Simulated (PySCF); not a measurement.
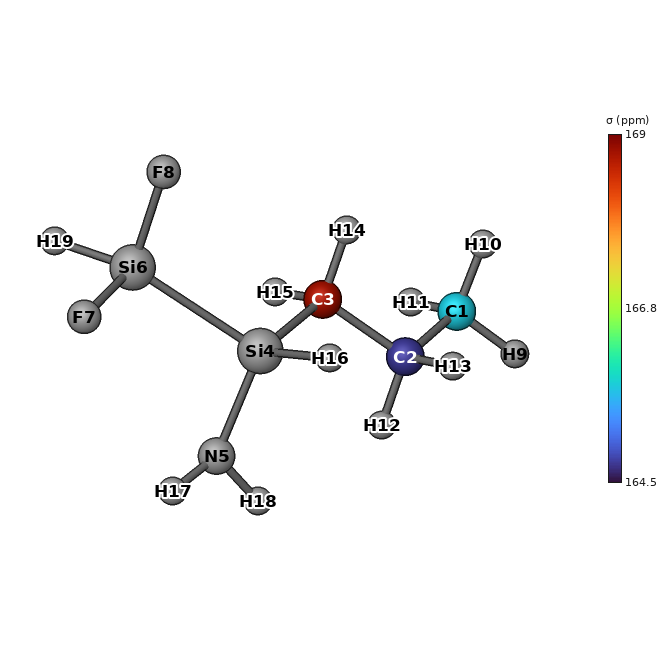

Atoms are coloured by their isotropic NMR shieldings (C only, the others grey). Computed geometry: GFN2-xTB optimisation. No frequency run is at hand to confirm it as a minimum. Level of theory: GIAO PBE0/pcSseg-1 NMR shielding, non-relativistic, gas phase (PySCF 2.14.0).

List the isotropic NMR shieldings of the C atoms.

| atom | σ (ppm) |
| --- | --- |
| C1 | 165.7 |
| C2 | 164.8 |
| C3 | 168.8 |

The geometry is semi-empirical. Around Si such bond lengths and angles can be off by a tenth of an ångström or more and by several degrees, and values that hang on the shape move with them.
